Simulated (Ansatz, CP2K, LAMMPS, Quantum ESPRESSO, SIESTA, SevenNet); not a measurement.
# Amorphous 50HfO2-50SiO2 (mol %) (84 atoms): one relaxed cell, several methods

Aim: relax amorphous 50HfO2-50SiO2 (mol %) (84 atoms), then compare forces, pressure and levels from several programs at that geometry.

All numbers are calculated, not measured.

### 1. The cell

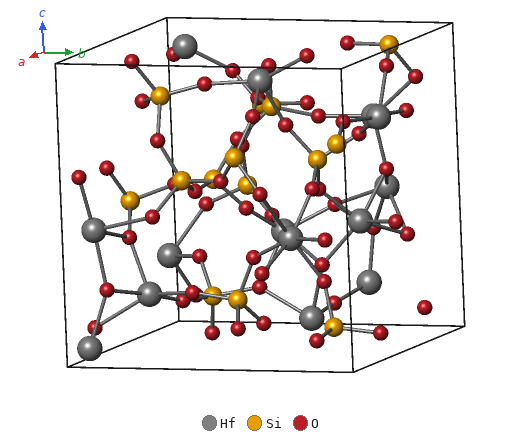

The cell (hafnium grey, silicon orange, oxygen red). Bonds to atoms that aren't drawn are left out. Some periodic images of atoms are drawn too.

The cell holds 84 atoms (14 Hf, 14 Si and 56 O), with edges of 10.66, 10.66 and 10.66 Å. Recipe: 84 atoms (14 Zr, 14 Si, 56 O) placed at random at 3.52 g/cm³, melted at 5000 K for 10 ps at fixed volume with the Morse and Coulomb pair potential with partial charges (Pedone, Malavasi, Menziani, Cormack and Segre, J. Phys. Chem. B 110, 11780 (2006)). Quenched from 5000 K to 300 K at 50 K/ps and fixed volume, held 5 ps, then minimised at fixed cell. Then Zr was replaced by Hf (the potential has no terms for the new elements, so the cell is a start for a DFT relaxation). Then the atoms were relaxed with SevenNet 0 in the fixed cell. Then the atoms were relaxed with CP2K double zeta, PBE.

### 2. The relaxation

CP2K double zeta (DZVP-MOLOPT-SR, GTH-PBE potentials, 480 Ry; k-points Γ) took 22 geometry steps and reached its thresholds. It started from the geometry that SevenNet 0 had relaxed.

Wall time 8.8 min (8 threads of Arm Neoverse V2, shared host); peak memory 1.8 GiB.

```
                                before          after
      energy (meV/atom)              0           -3.3
Hf-O bonds under 2.82 Å  79 at 2.135 Å  78 at 2.121 Å
Si-O bonds under 2.12 Å  56 at 1.653 Å  56 at 1.659 Å
```

Atoms moved by 0.03 Å r.m.s. and 0.10 Å at most, with the common shift taken off.

### 3. Structure of the relaxed cell

Density 5.20 g/cm³, 14.41 Å³ an atom.

g(r), total and by pair (bins of 0.2 Å):

```
r (Å)  total   O-O  O-Hf   O-Si  Hf-Hf  Hf-Si  Si-Si
 1.50   0.06  0.00  0.00   0.25   0.00   0.00   0.00
 1.70   2.73  0.00  0.00  12.29   0.00   0.00   0.00
 1.90   0.72  0.00  3.24   0.00   0.00   0.00   0.00
 2.10   1.25  0.00  5.64   0.00   0.00   0.00   0.00
 2.30   0.34  0.00  1.55   0.00   0.00   0.00   0.00
 2.50   0.49  1.00  0.10   0.09   0.00   0.00   0.00
 2.70   1.52  3.31  0.26   0.00   0.00   0.00   0.00
 2.90   0.99  2.01  0.22   0.07   0.00   0.30   0.56
 3.10   0.74  1.12  0.25   0.13   1.00   1.01   2.54
 3.30   0.95  1.14  0.39   0.61   1.82   2.48   1.42
 3.50   0.92  0.70  0.35   1.01   1.25   4.78   0.42
 3.70   0.96  0.65  0.62   1.66   1.80   1.81   0.35
 3.90   1.07  0.71  1.45   1.54   2.26   0.16   0.66
 4.10   1.07  0.86  1.13   1.60   1.46   0.00   1.45
 4.30   1.11  0.67  1.52   1.76   1.06   0.13   1.87
 4.50   1.02  0.71  1.62   1.27   0.25   0.61   0.71
 4.70   1.12  1.05  1.50   0.78   0.67   1.00   2.44
 4.90   0.93  0.98  1.15   0.61   0.61   1.03   0.81
 5.10   0.99  1.33  0.73   0.68   0.18   0.75   1.50
```

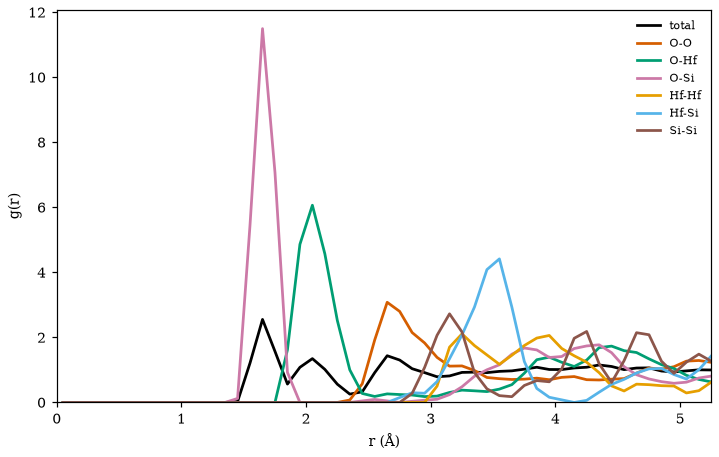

Pair distribution functions, lightly smoothed.

Bonds by pair of elements; cutoffs follow the first minimum of g(r), held within bounds set by covalent radii, and pairs that aren't listed don't count as bonded:

```
pair A-B  cutoff (Å)  bonds  mean length (Å)  spread (Å)  shortest (Å)  B about A  A about B
    O-Hf        2.82     78             2.12       0.185          1.92       1.39       5.57
    O-Si        2.12     56             1.66       0.038          1.59          1          4
```

How many atoms have how many bonded neighbours:

```
element  mean   2   3   4  5  6  7
     Hf  5.57   0   0   1  5  7  1
      O  2.39  34  22   0  0  0  0
     Si     4   0   0  14  0  0  0
```

Bond angles, per cent of each kind in bins of 5°:

```
angle (°)  O-Hf-O  O-Si-O  Hf-O-Si  Hf-O-Hf
    60–65     1.7     0.0      0.0      0.0
    65–70     5.5     0.0      0.0      0.0
    70–75     5.5     0.0      0.0      0.0
    75–80     6.6     0.0      0.0      0.0
    80–85     9.3     0.0      1.9      2.6
    85–90     9.9     0.0      0.0     10.5
    90–95    10.4     1.2      3.8     15.8
   95–100     7.1     8.3      1.9      7.9
  100–105     8.2    17.9      1.9     10.5
  105–110     5.5    31.0      7.5      5.3
  110–115     2.8    20.2      7.5      2.6
  115–120     1.7    10.7      7.5      5.3
  120–125     3.9     8.3      5.7      5.3
  125–130     2.2     2.4      1.9      2.6
  130–135     1.7     0.0      5.7      7.9
  135–140     2.2     0.0     11.3      5.3
  140–145     1.7     0.0     11.3      2.6
  145–150     2.2     0.0     11.3      2.6
  150–155     5.5     0.0      7.5      7.9
  155–160     1.7     0.0      5.7      2.6
  160–165     1.1     0.0      3.8      2.6
  165–170     2.2     0.0      3.8      0.0
  170–175     0.5     0.0      0.0      0.0
  175–180     1.1     0.0      0.0      0.0
```

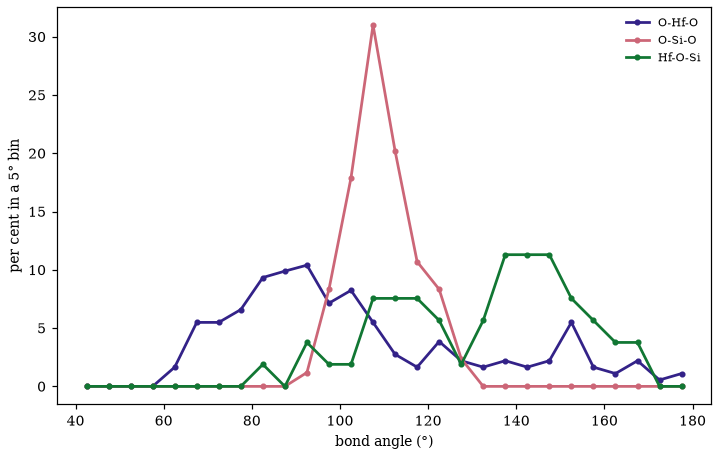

Distributions of the most common bond angles.

Bond angles (no mean is given where the spread exceeds 20°):

```
  angle  count  mean (°)  spread (°)
 O-Hf-O    182         -           -
 O-Si-O     84       109         7.4
Hf-O-Si     53         -           -
Hf-O-Hf     38         -           -
Si-O-Si      9       144         9.3
```

Oxygen atoms by the number of network formers (Si, P, Ge, B, Al, As, Ga) bound to them:

```
network formers bound to O  O atoms  per cent
                         0        9      16.1
                         1       38      67.9
                         2        9      16.1
```

Network units: each former by its oxygen neighbours and how many of them bridge to another former:

```
former  O neighbours  bridging O  atoms
    Si             4           0      6
    Si             4           1      2
    Si             4           2      3
    Si             4           3      2
    Si             4           4      1
```

Bond length by coordination (bonds to H left out):

```
element  coordination  atoms  mean bond length (Å)
     Hf             4      1                  1.98
     Hf             5      5                  2.07
     Hf             6      7                  2.15
     Hf             7      1                  2.22
      O             2     34                  1.78
      O             3     22                  2.08
```

First main peaks of g(r), for some of the pairs, lie near 2.7 Å (O-O), 2.0 Å (O-Hf), 1.7 Å (O-Si), 3.5 Å (Hf-Si) and 3.1 Å (Si-Si). Counting bonds as in the table, 50 % of Hf atoms have 6, 61 % of O atoms have 2 and all Si atoms have 4 bonded neighbours. Counting bonds to Si alone, not to Hf, 16 % of the oxygens join two of these atoms and 68 % one; 16 % join none. The commonest Si unit has 4 oxygens, 0 of them shared with other formers (6 of 14 atoms).

### 4. The plane-wave reference

Quantum ESPRESSO 7.5: Kohn-Sham DFT, PBE, SSSP efficiency 1.3.0 pseudopotentials, plane waves. Its input for the relaxed cell:

```
&control
  calculation = 'scf'
  pseudo_dir = './pseudo'
  outdir = './tmp'
  disk_io = 'none'
  tprnfor = .true.
  tstress = .true.
/
&system
  ibrav = 0
  nat = 84
  ntyp = 3
  ecutwfc = 60
  ecutrho = 480
  nosym = .true.
  occupations = 'smearing'
  smearing = 'fd'
  degauss = 0.003675
/
&electrons
  conv_thr = 4.2e-07
  electron_maxstep = 100
  mixing_beta = 0.4
  mixing_mode = 'plain'
  diagonalization = 'david'
/
ATOMIC_SPECIES
Hf 178.490 Hf.upf
Si 28.085 Si.upf
O 15.999 O.upf
CELL_PARAMETERS angstrom
10.65770 0.00000 0.00000
0.00000 10.65770 0.00000
0.00000 0.00000 10.65770
ATOMIC_POSITIONS crystal
Hf 0.36895 0.61207 0.07593
Hf 0.80852 0.72409 0.40796
Hf 0.01152 0.67632 0.14098
[... 79 atom lines left out ...]
O 0.73626 0.80657 0.25592
O 0.20747 0.89464 0.33347
K_POINTS gamma
```

The job ended after 1.7 min (8 MPI ranks of Arm Neoverse V2, shared host; peak memory 4.3 GiB; 13 min of CPU time).

### 5. Side by side

CPU times are from a shared host and are rough.

| level | basis or training data | k-points | own r.m.s. force (meV/Å) | difference from the reference (meV/Å) | pressure (GPa) | Kohn-Sham gap (eV) | CPU time | memory (GiB) |
| --- | --- | --- | --- | --- | --- | --- | --- | --- |
| QE, PBE | plane waves, SSSP efficiency, 60/480 Ry | Γ | 160 | - | -3.24 | 3.77 | 13 min | 4.3 |
| CP2K triple zeta, PBE | TZV2P-UZH, GTH-PBE potentials, 600 Ry | Γ | 137 | 112 | -5.44 | 3.78 | 12 min | 6.2 |
| SIESTA DZP, PBE | DZP orbitals, shift 0.01 Ry, mesh 400 Ry | Γ | 202 | 193 | -1.36 | 3.61 | 4.9 min | 2.4 |
| SevenNet 0 | trained on PBE(+U) plane-wave data | - | 179 | 77 | -3.31 | - | 7.1 s | 0.91 |

The gap is the spacing of the highest filled and lowest empty Kohn-Sham level on the mesh; a dash marks partly filled levels, a spacing under 0.15 eV or a method without such levels.

### 6. What came out

Relaxation in the fixed cell lowers the energy by 3 meV/atom at its own level and moves atoms by up to 0.10 Å. By the cutoffs of the final cell 0 bonds formed and 1 was lost, leaving 134. The reference finds an r.m.s. force of 160 meV/Å there and a pressure of -3.24 GPa, at a geometry that CP2K double zeta made.

Forces differ from the reference's by 77 meV/Å (SevenNet 0), 112 meV/Å (CP2K triple zeta, PBE) and 193 meV/Å (SIESTA DZP, PBE). CP2K double zeta is at its own minimum here, so the reference's force is itself a measure of how the two differ. Pressures lie -0.1 GPa (SevenNet 0), -2.2 GPa (CP2K triple zeta, PBE) and +1.9 GPa (SIESTA DZP, PBE) from the reference's. The highest filled and lowest empty levels lie 3.77 eV apart in the reference, against 3.78 eV in CP2K triple zeta, PBE and 3.61 eV in SIESTA DZP, PBE. Counting bonds as in the table, 50 % of Hf atoms have 6, 61 % of O atoms have 2 and all Si atoms have 4 bonded neighbours.

Caveats: The density was set by the recipe and held. One sample of a disordered cell; defect or tail levels can set the gap. Gaps are read on the mesh, which holds the band edges only if they fold onto it, and semilocal functionals tend to put them under measured ones. The quench rate of 50 K/ps is many orders above laboratory rates, so the cell is likely richer in defects and strain than a real sample. The reference samples only Γ, in a cell whose shortest periodic width is 11 Å. Spin–orbit coupling is left out, which matters for the levels of the heavy elements. The plane-wave runs aren't exact: their cutoffs and mesh weren't converged further here. SIESTA's automatically made basis is far from complete, and its potentials were converted by us (checked for H, C, O, Si, Ge and Ca alone). Where levels are smeared, the DFT runs use Fermi–Dirac occupations at 580 K (0.05 eV), and energies are free energies.

[Logs are printed without paths, hosts, clocks, repeated set-up lines and the standing remarks that a program may print on its own settings, such as how far it seeks lower states.]

[Hosts, paths, dates, database ids (printed as entryN), source tags and the programs' standing remarks are cut or masked in the printed files.]
